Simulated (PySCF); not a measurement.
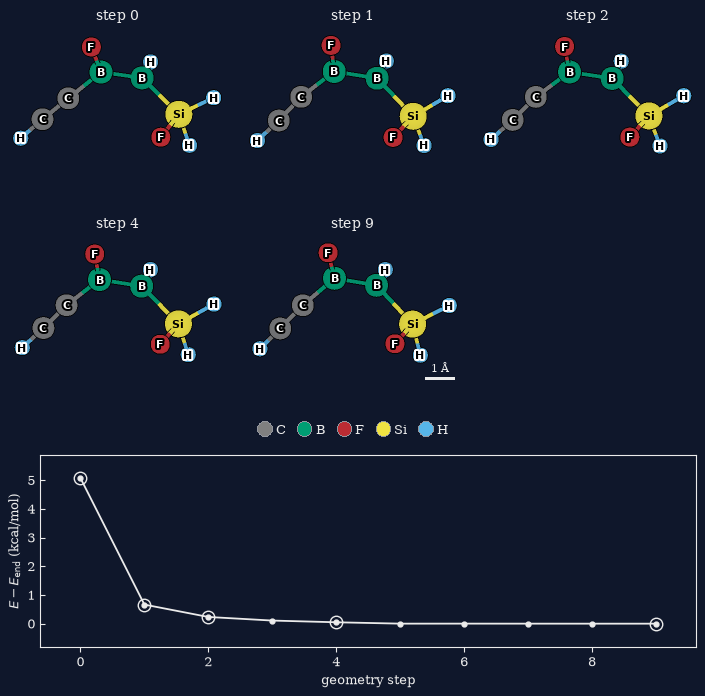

Frames of a relaxation of C₂H₄B₂F₂Si, marked on the history of the run. A ball-and-stick model, seen face on.

The start comes from GFN2-xTB. Its atoms were then displaced at random by about 0.01 Å.

The calculation used PBE0-D3(BJ)/def2-SVP geometry optimisation, gas phase (PySCF). 

Question: What happens along the run?

Answer: The energy falls by 5.08 kcal/mol in 9 geometry steps. The largest move after the best rigid fit is that of an H atom, 0.22 Å. By element the largest moves are H 0.22 Å, F 0.14 Å, B 0.11 Å, C 0.11 Å, Si 0.09 Å. Some distances before and after: B–B 1.627 → 1.680 Å, B–H 1.162 → 1.210 Å, B–Si 1.961 → 2.004 Å, H–Si 1.455 → 1.495 Å. Bond angles that change, for instance: C–B–F 113.7° → 120.3°, F–Si–H 101.7° → 107.4°, B–Si–H 115.7° → 110.1°. Cost: 60 s on 1 thread of Arm Neoverse V1, with other jobs on the host. From step 0 to 1: an F atom moves most (0.17 Å), energy −4.41 kcal/mol. From step 1 to 2: an F atom moves most (0.07 Å), energy −0.43 kcal/mol. From step 2 to 4: an H atom moves most (0.07 Å), energy −0.18 kcal/mol. From step 4 to 9: H atoms move most (0.11 Å), energy −0.05 kcal/mol.

| step | E − E(0), kcal/mol |
| --- | --- |
| 0 | 0.00 |
| 1 | -4.41 |
| 2 | -4.84 |
| 3 | -4.97 |
| 4 | -5.03 |
| 5 | -5.07 |
| 6 | -5.07 |
| 7 | -5.07 |
| 8 | -5.08 |
| 9 | -5.08 |
